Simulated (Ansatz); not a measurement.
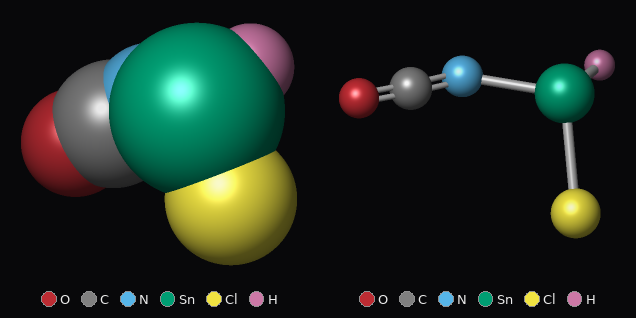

Both panels show the same species.

State: neutral, doublet.

Question: Give the formula.

Answer: CHClNOSn, 6 atoms: 1 carbon, 1 hydrogen, 1 chlorine, 1 nitrogen, 1 oxygen and 1 tin.

Question: How many bonds of each kind are drawn?

Answer: 1 C–O, 1 C–N, 1 N–Sn, 1 Cl–Sn, 1 Sn–H.

Question: Give the symmetry (Schoenflies symbol).

Answer: C1.

Question: How many atoms are distinct by symmetry?

Answer: 6: 1 O, 1 C, 1 N, 1 Sn, 1 Cl, 1 H.

Question: Write the SMILES.

Answer: O=C=[N][SnH][Cl]

The parts below concern this one geometry. Atoms keep their numbers from picture to picture. The computed structure is the end point of a PBE0-D4/def2-TZVP optimisation.

### Shape

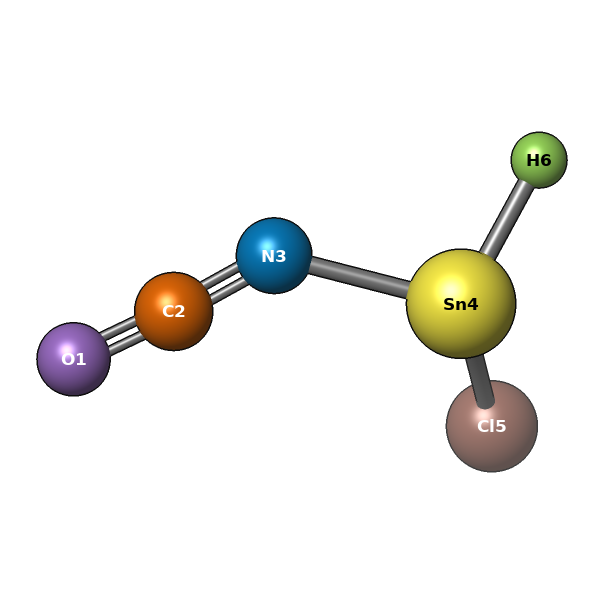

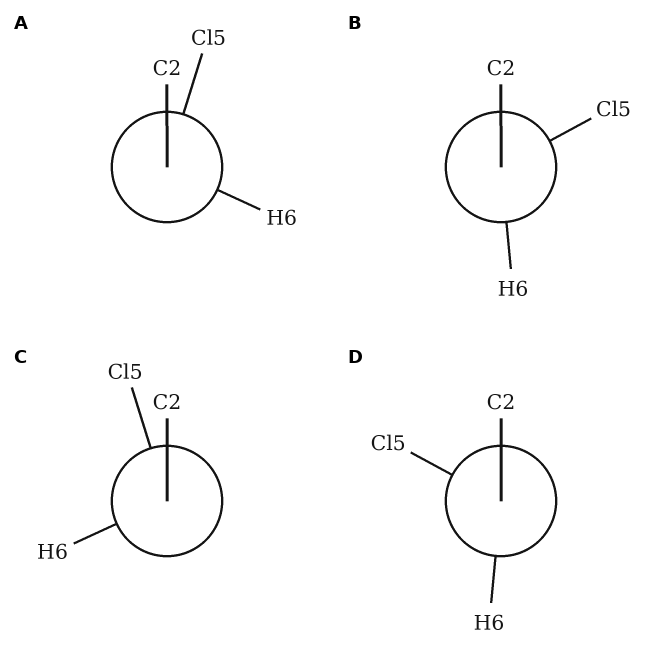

Depth is shown by fading: the farther an atom, the more it takes the colour of the background. Bonds that would overlap in a projection are set slightly apart.

Question: Which Newman projection shows the view along N3–Sn4, with N3 in front?

Answer: B. The torsion angle C2–N3–Sn4–Cl5 is 62°, synclinal (gauche).

### Levels of theory compared

Program: Ansatz 0.2.0.

Tabulate dipole (D), HOMO energy (eV) at these levels: B3LYP-D4/def2-TZVPP; PBE-D4/def2-TZVPP; r2SCAN-D4/def2-TZVPP; ωB97M-V/def2-TZVPP.

```csv
level,dipole (D),HOMO energy (eV)
B3LYP-D4/def2-TZVPP,3.25,−6.95
PBE-D4/def2-TZVPP,2.94,−6.03
r2SCAN-D4/def2-TZVPP,3.15,−6.43
ωB97M-V/def2-TZVPP,3.38,−9.19
```

### Vibrations

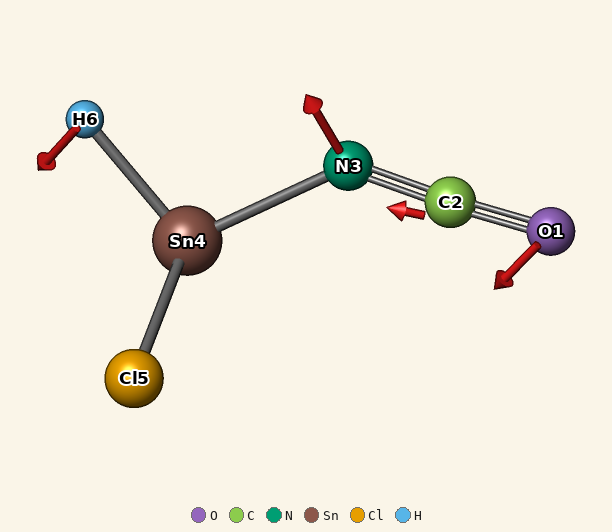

The arrows show one normal mode. Harmonic vibrations computed with UKS PBE0-D4/def2-TZVP, core potentials on Sn (Ansatz 0.2.0) at a stationary point of the same level.

Question: What kind of motion is it?

Answer: Mostly C–N–Sn bending.

Question: At what wavenumber does it lie?

Answer: 93 cm⁻¹; it is mode 2 of 12 counted from the lowest.

### Charges

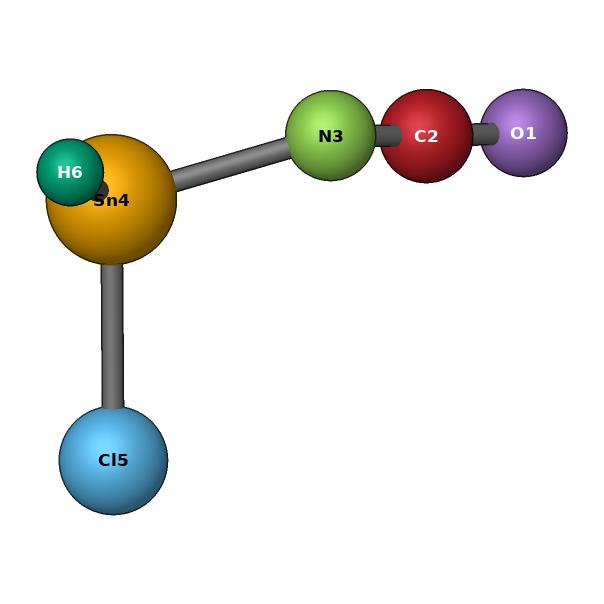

The questions are on Mulliken charges. Properties computed with UKS r2SCAN-D4/def2-TZVPP, core potentials on Sn (Ansatz 0.2.0).

Give the Mulliken charges atom by atom.

```
atom  value (e)
  O1      −0.23
  C2       0.30
  N3      −0.44
 Sn4       0.81
 Cl5      −0.36
  H6      −0.08
```

Mulliken values depend strongly on the basis set and can even reverse the polarity of a bond.
